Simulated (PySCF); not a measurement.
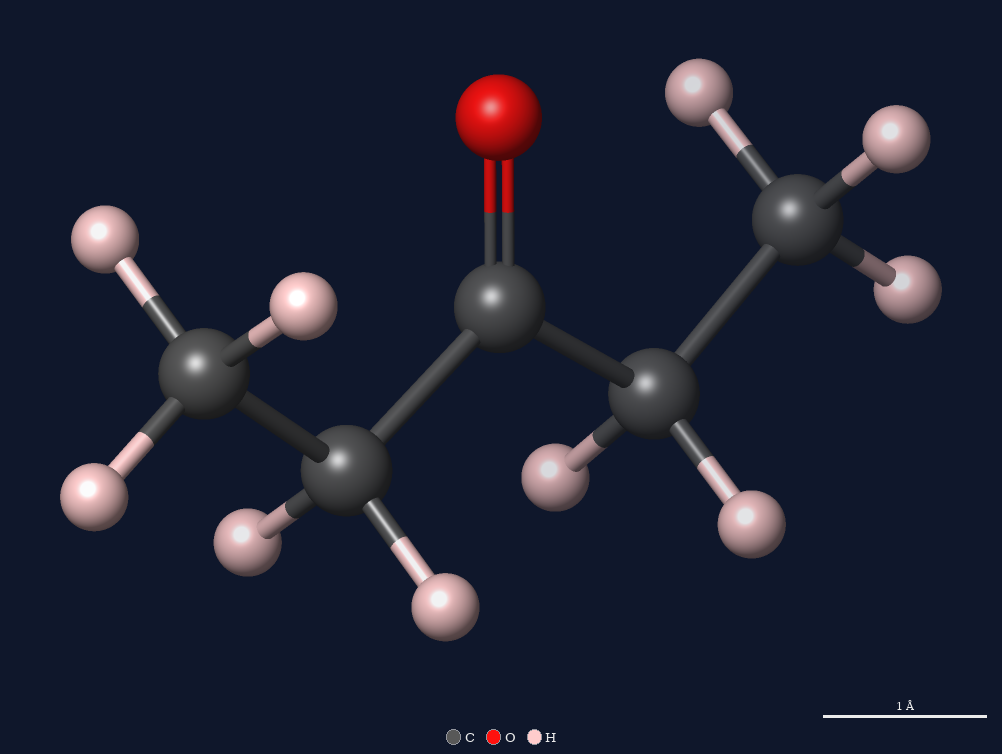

A ball-and-stick model of a molecule. Multiple sticks mark multiple bonds (one Kekulé form).

Describe the molecule.

The molecule is C₅H₁₀O. As SMILES it reads `CCC(=O)CC`. It has no ring. Among its groups: ketone. Coordination: 4 C tetrahedral; 1 C trigonal planar.

The parts below concern this one geometry. Atoms keep their numbers from picture to picture. The computed structure is the end point of a PBE0-D3(BJ)/def2-SVP optimisation. No frequency run is at hand to confirm it as a minimum.

### Dipole moment

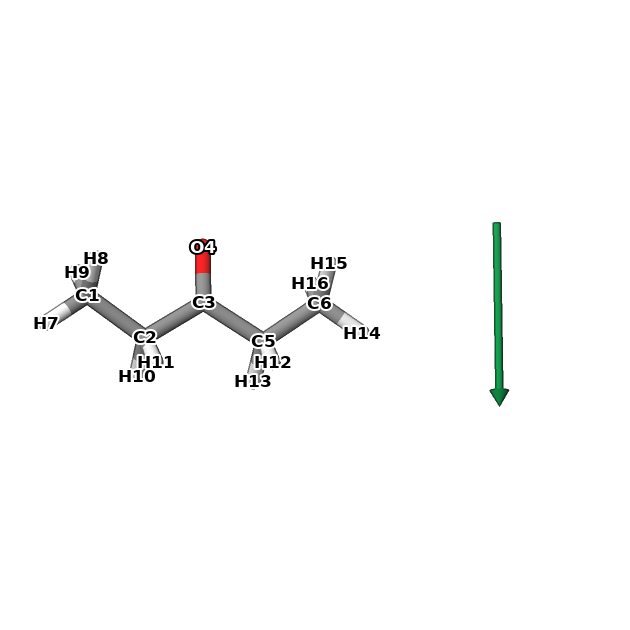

The arrow beside the molecule shows the direction of the dipole moment, from the negative to the positive end (its length means nothing). No frequency run is at hand to confirm it as a minimum. Properties computed with PBE0/aug-cc-pVDZ, gas phase (PySCF 2.14.0).

How large is the dipole moment?

2.76 D; it points from the side of O4 to the side of H10, H11, H12, H13 (the outermost atoms at the two ends).

### Polarisability

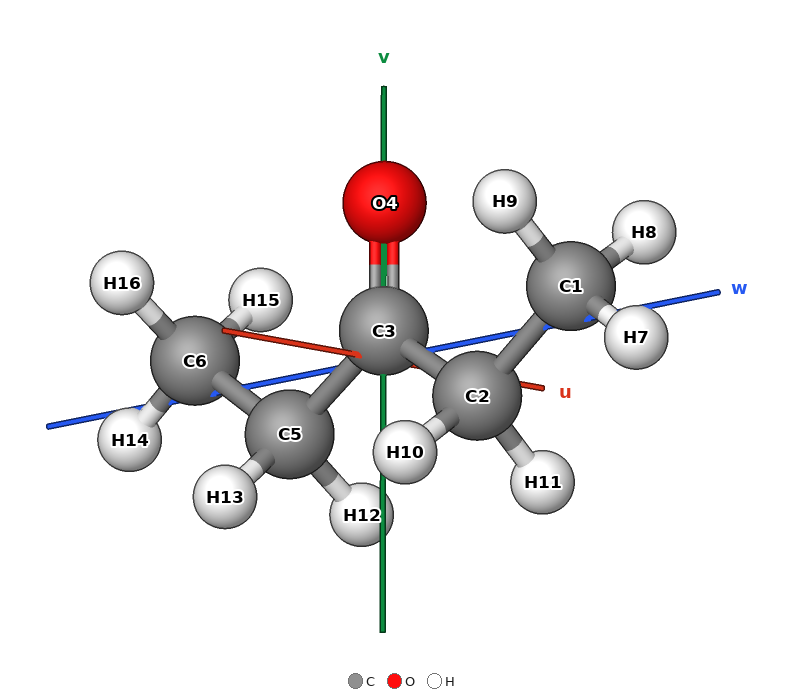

The lines u, v and w are the principal axes of the static dipole polarisability. No frequency run is at hand to confirm it as a minimum. Level of theory: LC-wPBE/def2-SVPD (PySCF 2.14.0).

Along which axis is the molecule most polarisable, and along which least?

Most along w (close to the long direction C1···C6), least along u.

Give the three principal values.

u 52.3, v 63.6, w 72.7 bohr³; mean 62.9, anisotropy 17.7 bohr³.

### Excitation

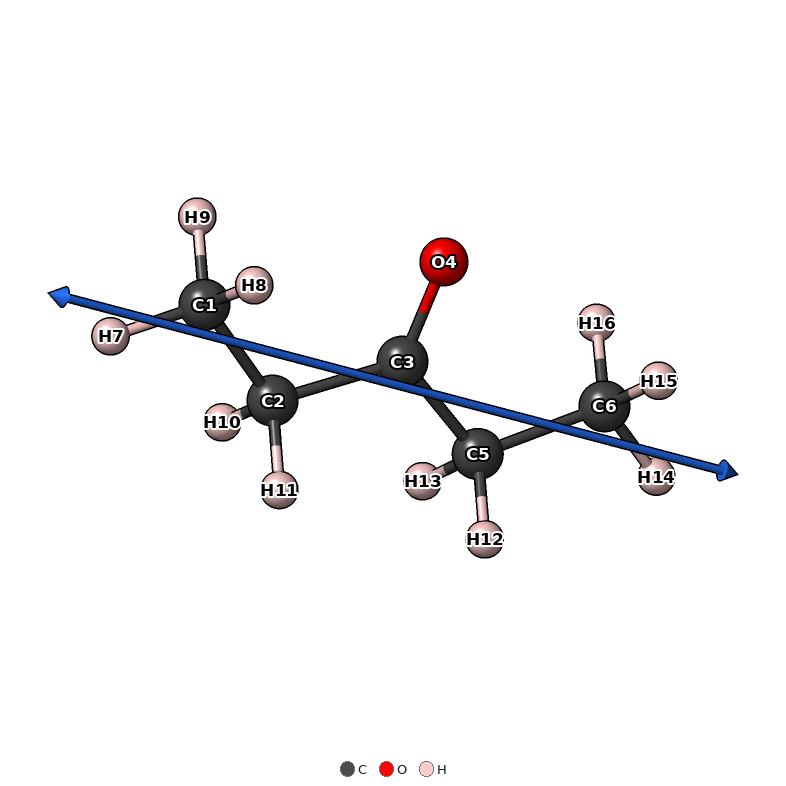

The double arrow shows the direction of the transition dipole to excited singlet state 3 (its length means nothing). No frequency run is at hand to confirm it as a minimum. Properties computed with TDDFT PBE0/def2-SVP, vertical, gas phase, core orbitals frozen in the response (PySCF 2.14.0).

How is the transition polarised?

Close to the long direction C1···C6.

Give its energy, strength and character.

8.21 eV (151 nm), oscillator strength 0.035, mainly HOMO−1 → LUMO (weight 0.98); transition dipole 1.06 D.
